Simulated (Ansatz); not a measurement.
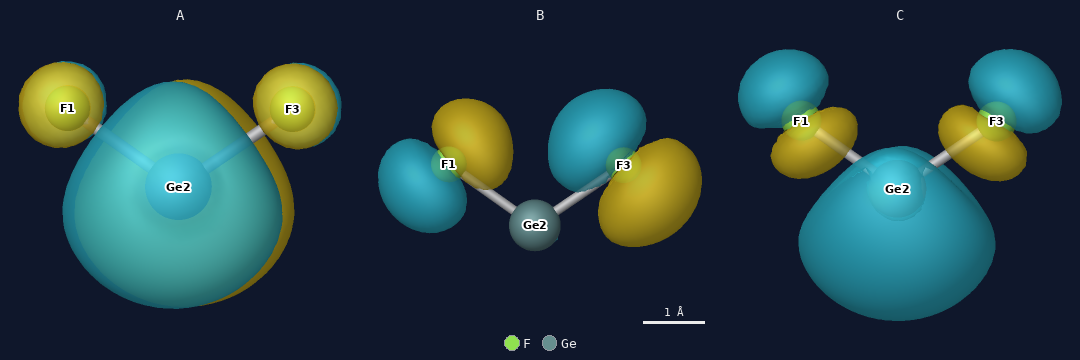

F$_{2}$Ge. Three frontier orbitals at ±0.1 Å⁻³ᐟ² (yellow and cyan are the two phases), in no order.

Not at a stationary point (largest force 1.0 eV/Å).

These are results of SCF r2SCAN0, Gaussian basis (Ansatz), not measurements.

Order the three orbitals by energy and name them.

B is the HOMO−1 (−11.66 eV). Its weight (Hirshfeld) is mainly on F1 (about 45 %) and F3 (about 45 %); it is symmetric in the molecular plane (an in-plane orbital: σ, lone-pair or in-plane π type); largely a combination of lone pairs on F1 and F3. C is the HOMO (−8.77 eV). It lies mainly on Ge2 (about 65 %), F1 (about 15 %) and F3 (about 15 %); it is symmetric in the molecular plane (an in-plane orbital: σ, lone-pair or in-plane π type). A is the LUMO (−2.45 eV). It lies mainly on Ge2 (about 85 %), F1 (about 5 %) and F3 (about 5 %); it changes sign across the molecular plane (π type).

What is the HOMO–LUMO gap?

6.32 eV between the orbital energies.
